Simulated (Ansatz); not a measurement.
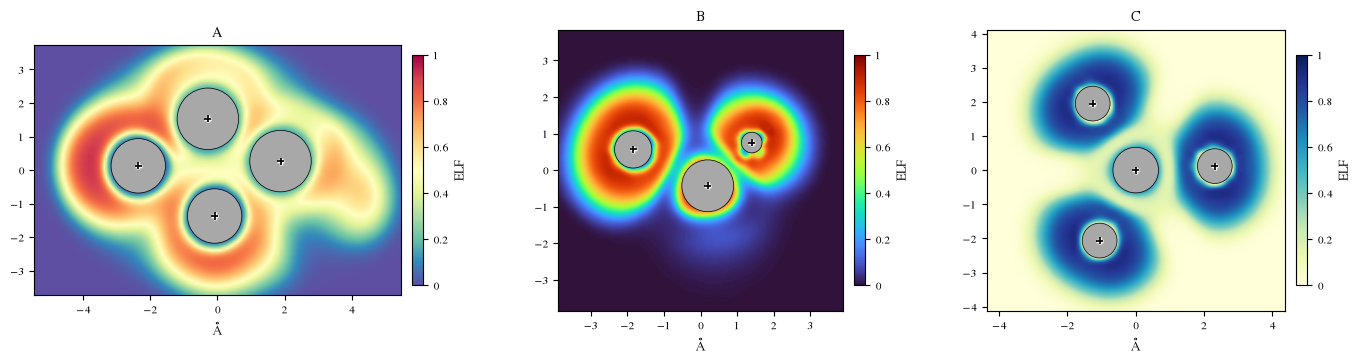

The electron localisation function of 3 systems, each on a plane through atoms (crosses mark nuclei in the plane; grey discs cover the cores).

Method: Ansatz 0.2.0, RKS PBE0-D4/def2-TZVP.

System 1: Cl2MoO2 (MoO2Cl2), the plane of atoms O2, Mo1 and Cl5. Geometry: PBE-D4/def2-SVP; core potentials replace the inner electrons of Mo; not at a stationary point (largest force 1.5 eV/Å).

```xyz
5

Mo    0.0839   -0.0003    0.0587
O     0.1354   -0.0151    1.7446
O     1.6854    0.0080   -0.4704
Cl   -0.9566    1.8871   -0.6500
Cl   -0.9482   -1.8798   -0.6829
```

System 2: Al4Ga4, the plane of atoms Al2, Ga6 and Ga5. Geometry: PBE0-D4/def2-SVP.

```yaml
atoms:
  - { symbol: Al, position_ang: [-1.8471, -0.3368, 0.5493] }
  - { symbol: Al, position_ang: [1.1791, -0.4959, -2.5920] }
  - { symbol: Al, position_ang: [-0.5568, -1.6919, -1.1843] }
  - { symbol: Al, position_ang: [-0.5462, 1.0929, -1.1968] }
  - { symbol: Ga, position_ang: [0.5279, 1.5067, 1.0921] }
  - { symbol: Ga, position_ang: [2.0756, 0.1601, -0.3476] }
  - { symbol: Ga, position_ang: [-1.4954, 1.2067, 2.5652] }
  - { symbol: Ga, position_ang: [0.6629, -1.4417, 1.1141] }
```

System 3: Cl3In (InCl3), the molecular plane. Geometry: PBE0-D4/def2-SVP; core potentials replace the inner electrons of In.

```yaml
atoms:
  - { symbol: In, position_ang: [0.0000, 0.0000, 0.0000] }
  - { symbol: Cl, position_ang: [2.3195, -0.0274, 0.0128] }
  - { symbol: Cl, position_ang: [-1.1360, 2.0224, -0.0172] }
  - { symbol: Cl, position_ang: [-1.1835, -1.9951, 0.0044] }
```

Q: Match each panel to its system.

A: Panel A is system 2, Al4Ga4: the plane holds Al and Ga. Al–Ga (2.50 Å): the ELF peaks at about 0.65 between the atoms. Panel B is system 1, Cl2MoO2: the plane holds Mo, O and Cl. Mo–O (1.69 Å): the ELF peaks at about 0.80 in the valence shell of O, 0.5 Å from its nucleus, and is about 0.40 at the midpoint. Panel C is system 3, Cl3In: the plane holds In and Cl. In–Cl (2.32 Å): the ELF peaks at about 0.80 in the valence shell of Cl, 0.8 Å from its nucleus, and drops to about 0.15 between the two atoms.
